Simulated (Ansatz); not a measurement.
# revPBE/STO-3G run of CHFO (formyl fluoride)

What is the electronic atomisation energy of CHFO (formyl fluoride) at revPBE/STO-3G? 

Program for the calculation: Ansatz 0.2.0.

62 further runs of the same task are left out: 2 that didn't finish, 60 set aside as unsound or not needed.

### 1 The structure to begin with

CHFO: 4 atoms, total charge 0, spin state singlet. SMILES: `O=CF`. The shape is that of a PBE0-D4/def2-TZVP optimisation.

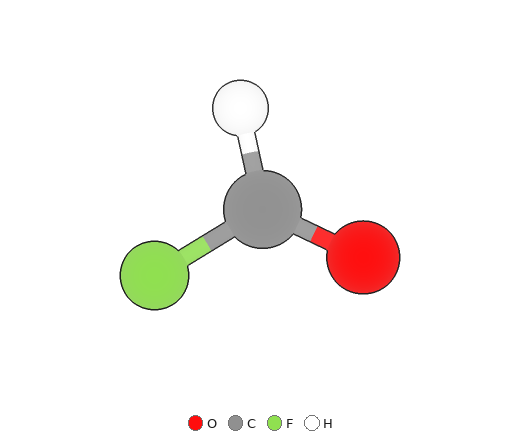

The structure, seen from a chosen angle (oxygen red, carbon grey, fluorine green, hydrogen white).

### 2 The energy at revPBE/STO-3G

run.yaml reads:

```yaml
basis:
  gaussian: {orbitals: STO-3G}
crystal:
  periodic: [false, false, false]
  atoms:
    - symbol: O
      position_ang: [-0.889340, 0.201180, 0.827740]
    - symbol: C
      position_ang: [-0.046400, 0.067520, 0.021620]
    - symbol: F
      position_ang: [0.585200, -1.091810, -0.181820]
    - symbol: H
      position_ang: [0.350540, 0.823120, -0.667550]
accuracy: high
hamiltonian: {xc: {name: revPBE}}
```

On the command line:

```sh
$ ansatz run run.yaml --threads 1 --pin off --max-ram 3480MiB --events-out events.jsonl --progress --plain --runs-dir runs
```

Standard output:

```text
Warning: RAYON_NUM_THREADS=1 ignored (pool sized by the plan → 1); use --threads N
Functional definition: revPBE
  name "revPBE"
  parameter kappa = 1.245
  parameter beta = 0.06672455060314922
  exchange = pbe_x(kappa = kappa, mu = beta*pi^2/3)
  correlation = pbe_c(beta = beta)
273 factors; integrals over basis functions are off by at most 4.8e-8 eV
mean field evaluation 1: about -5732.1706 eV, gradient 2.7e1 eV
mean field evaluation 2: about -5715.9022 eV, gradient 8.7e1 eV
mean field evaluation 4: about -5734.2006 eV, gradient 3.9e0 eV
mean field evaluation 8: about -5734.1934 eV, gradient 3.7e-2 eV
mean field evaluation 16: about -5734.1934 eV, gradient 5.3e-8 eV
mean field -5734.19335540 eV, -210.7277190351 hartree, gradient 4.6e-8 eV, S^2 0.000000; 0 other end points of the search recorded, 0 dependent functions left out
reference -5734.19335674 eV, -210.7277190842 hartree; 12, 12 occupied and 4, 4 virtual orbitals, 273 factors
Total energy: -5734.19335674 eV, -210.7277190842 hartree
```

It took 1.1 s on 1 thread of Intel Xeon Platinum 8259CL at 2.50GHz (Skylake/Cascade Lake), shared host.

### 3 The C atom

in.yaml reads:

```yaml
crystal:
  periodic: [false, false, false]
  atoms:
    - symbol: C
      position_ang: [0.000000, 0.000000, 0.000000]
basis:
  gaussian: {orbitals: STO-3G}
magnetization: {spin_polarized: true, initial_magnetization: 2}
hamiltonian: {xc: {name: revPBE}}
accuracy: high
```

On the command line:

```sh
$ ansatz run in.yaml --threads 1 --pin off --max-ram 3480MiB --events-out events.jsonl --progress --plain --runs-dir runs
```

Standard output (excerpt; [...] marks lines left out):

```text
Warning: RAYON_NUM_THREADS=1 ignored (pool sized by the plan → 1); use --threads N
[... 6 set-up lines as earlier in the session ...]
15 factors; integrals over basis functions are off by at most 9.8e-10 eV
mean field evaluation 1: about -1016.0420 eV, gradient 2.1e-12 eV
mean field evaluation 2: about -1016.0424 eV, gradient 1.0e-11 eV
mean field evaluation 4: about -1016.0422 eV, gradient 0.0e0 eV
mean field evaluation 8: about -1016.0423 eV, gradient 9.8e-2 eV
mean field evaluation 16: about -1016.0421 eV, gradient 6.0e-8 eV
mean field -1016.04235375 eV, -37.3388678021 hartree, gradient 0.0e0 eV, S^2 2.000000; 5 other end points of the search recorded, 0 dependent functions left out
reference -1016.04235478 eV, -37.3388678401 hartree; 4, 2 occupied and 1, 3 virtual orbitals, 15 factors
Total energy: -1016.04235478 eV, -37.3388678401 hartree
```

Run time: 0.52 s. Hardware: 1 thread of Intel Xeon Platinum 8259CL at 2.50GHz (Skylake/Cascade Lake), shared host.

### 4 The F atom at the same level

run.yaml reads:

```yaml
basis:
  gaussian:
    orbitals: STO-3G
crystal:
  periodic: [false, false, false]
  atoms:
    - symbol: F
      position_ang: [0.000000, 0.000000, 0.000000]
magnetization:
  spin_polarized: true
  initial_magnetization: 1
hamiltonian:
  xc: {name: revPBE}
accuracy: high
```

On the command line:

```sh
$ ansatz run run.yaml --threads 1 --pin off --max-ram 3480MiB --events-out events.jsonl --progress --plain --runs-dir runs
```

Standard output (excerpt; [...] marks lines left out):

```text
Warning: RAYON_NUM_THREADS=1 ignored (pool sized by the plan → 1); use --threads N
[... 6 set-up lines as earlier in the session ...]
15 factors; integrals over basis functions are off by at most 1.2e-9 eV
mean field evaluation 1: about -2673.3452 eV, gradient 6.4e-12 eV
mean field evaluation 2: about -2673.3458 eV, gradient 5.3e-11 eV
mean field evaluation 4: about -2673.3458 eV, gradient 0.0e0 eV
mean field evaluation 8: about -2673.3458 eV, gradient 2.8e-2 eV
mean field evaluation 16: about -2673.3457 eV, gradient 4.7e-13 eV
mean field -2673.34579578 eV, -98.2436459361 hartree, gradient 0.0e0 eV, S^2 0.750000; 5 other end points of the search recorded, 0 dependent functions left out
reference -2673.34579615 eV, -98.2436459498 hartree; 5, 4 occupied and 0, 1 virtual orbitals, 15 factors
Total energy: -2673.34579615 eV, -98.2436459498 hartree
```

Run time: 0.54 s. Hardware: 1 thread of Intel Xeon Platinum 8259CL at 2.50GHz (Skylake/Cascade Lake), shared host.

### 5 The H atom at the same level

in.yaml reads:

```yaml
basis:
  gaussian:
    orbitals: STO-3G
crystal:
  periodic: [false, false, false]
  atoms:
    - symbol: H
      position_ang: [0.000000, 0.000000, 0.000000]
magnetization:
  spin_polarized: true
  initial_magnetization: 1
accuracy: high
hamiltonian:
  xc: {name: revPBE}
```

Run the same way, it converges to -0.47010 Eh (log not shown).

### 6 The O atom at the same level

input.yaml reads:

```yaml
basis:
  gaussian:
    orbitals: STO-3G
crystal:
  periodic: [false, false, false]
  atoms:
    - {symbol: O, position_ang: [0.000000, 0.000000, 0.000000]}
magnetization:
  spin_polarized: true
  initial_magnetization: 2
hamiltonian:
  xc: {name: revPBE}
accuracy: high
```

Run the same way, it converges to -74.01699 Eh (log not shown).

### 7 Results

At revPBE/STO-3G:

| quantity | value |
| --- | --- |
| molecule: total energy | -210.72772 Eh |
| C atom: total energy | -37.33887 Eh |
| C atom: ⟨S²⟩ | 2.000 |
| F atom: total energy | -98.24365 Eh |
| F atom: ⟨S²⟩ | 0.750 |
| H atom: total energy | -0.47010 Eh |
| H atom: ⟨S²⟩ | 0.750 |
| O atom: total energy | -74.01699 Eh |
| O atom: ⟨S²⟩ | 2.000 |
| electronic atomisation energy | 17.908 eV |

What this shows: Taking the molecule apart into free atoms costs 17.91 eV (413 kcal/mol), before zero-point energy and without spin-orbit coupling. In a minimal basis such a difference can be off by several eV, whatever the method.
